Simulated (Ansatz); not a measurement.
**CH₃NOSi: one species, many methods**

How much do the methods differ for CH₃NOSi? The plan is to run it at one geometry with functionals of several rungs and with coupled cluster, and see how far each lands from CCSD(T) at the basis-set limit for the atomisation energy.

The runs use Ansatz 0.2.0, Gaussian basis; functionals in def2-TZVPP, the program's frozen cores in correlated methods.

Levels to be run: LDA (SPW92), PBE-D4, revPBE-D4, BLYP-D4, r2SCAN-D4, B97M-V, PBE0-D4, B3LYP-D4, r2SCANh-D4, r2SCAN0-D4, HSE06-D4, BHLYP-D4, CAM-B3LYP-D4, LC-ωPBE, ωB97X-V, ωB97M-V, B2PLYP, PBE-QIDH; CCSD(T)/def2-SVP; CCSD(T)/def2-TZVPP; MP2/def2-QZVPP; extrapolation to the limit; RPA on PBE.

## (1) Structure used throughout

An earlier PBE0-D4 in a triple-zeta def2 set relaxation fixed the geometry.

SMILES `N#CO[SiH3]`, 7 atoms, charge 0, spin multiplicity 1.

Atoms are counted from 1 here; the program's logs count them from 0.

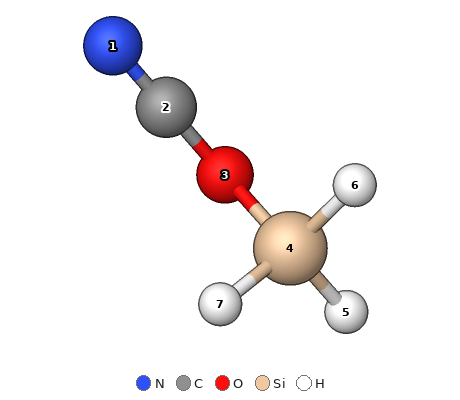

The geometry (nitrogen blue, carbon grey, oxygen red, silicon light orange, hydrogen white); atoms are numbered from 1 in the order of the file.

## (2) LDA

This LDA is Slater exchange with PW92 correlation.

File in.yaml:

```yaml
crystal:
  periodic: [false, false, false]
  atoms:
    - {symbol: N, position_ang: [1.955804, -1.202325, 1.496337]}
    - {symbol: C, position_ang: [1.055970, -1.072294, 0.784647]}
    - {symbol: O, position_ang: [0.058330, -0.960290, -0.005405]}
    - {symbol: Si, position_ang: [-0.617592, 0.521402, -0.484071]}
    - {symbol: H, position_ang: [-1.727112, 0.118871, -1.367847]}
    - {symbol: H, position_ang: [-1.085230, 1.230025, 0.726414]}
    - {symbol: H, position_ang: [0.420929, 1.296712, -1.195776]}
basis:
  gaussian: {orbitals: def2-TZVPP}
hamiltonian: {xc: lda}
output: {orbitals: {seedname: orbitals}}
```

On the command line:

```
> ansatz run in.yaml --threads 2 --pin off --events-out ev --progress --plain --max-ram 4352MiB
```

The runs that follow: PBE-D4 (GGA); revPBE-D4 (GGA); BLYP-D4 (GGA); r2SCAN-D4 (meta-GGA); B97M-V (meta-GGA); B3LYP-D4 (hybrid); r2SCANh-D4 (hybrid); r2SCAN0-D4 (hybrid); HSE06-D4 (hybrid); BHLYP-D4 (hybrid); CAM-B3LYP-D4 (range-separated); LC-ωPBE (range-separated); ωB97X-V (range-separated); ωB97M-V (range-separated); B2PLYP (double hybrid); PBE-QIDH (double hybrid); CCSD(T) in def2-SVP; CCSD(T) in def2-TZVPP; MP2 in def2-QZVPP; RPA on PBE orbitals.

Q: Predict the results of all the runs planned. Wanted: atomisation energy, CCSD(T)/CBS; farthest beyond LDA; mean size of error, GGA; mean size of error, meta-GGA; mean size of error, hybrid; mean size of error, range-separated; mean size of error, double hybrid; gap, smallest and largest; T1 diagnostic.

**Answer**, as computed:

| quantity | value |
| --- | --- |
| atomisation energy, CCSD(T)/CBS | 2680.6 kJ/mol |
| functionals within 13.4 kJ/mol (0.5 %) | revPBE-D4, r2SCAN-D4, B97M-V, B3LYP-D4, HSE06-D4, ωB97M-V, B2PLYP |
| farthest beyond LDA | BHLYP-D4 (-115.2 kJ/mol) |
| mean size of error, GGA | 38.7 kJ/mol |
| mean size of error, meta-GGA | 2.9 kJ/mol |
| mean size of error, hybrid | 44.6 kJ/mol |
| mean size of error, range-separated | 15.2 kJ/mol |
| mean size of error, double hybrid | 26.2 kJ/mol |
| gap, smallest and largest | 5.43 eV (LDA (SPW92)), 12.83 eV (LC-ωPBE) |
| T1 diagnostic | 0.0139 |
| triples share of the correlation energy | 4.2 % |

**Reading.** LDA overbinds by 427.6 kJ/mol (16 %). PBE-D4 misses by +76.8 kJ/mol. Double hybrids carry the basis error of their MP2 part in triple zeta, and no dispersion term here, so their miss is partly the set-up's. By mean error the best rung here is meta-GGA (2.9 kJ/mol) and the worst beyond LDA is hybrid (44.6 kJ/mol). The mean of the hybrids holds BHLYP, with half exact exchange. The reference freezes the cores and leaves out relativity and excitations past (T), so misses under about 13.4 kJ/mol can't be ranked. Hartree-Fock recovers 67 % of the binding; the rest is correlation. CCSD(T) in def2-SVP is off by -186.0 kJ/mol, more than most functionals: a good method in a small basis is no reference. Orbital gaps span 5.4 to 12.8 eV; exact exchange widens them.
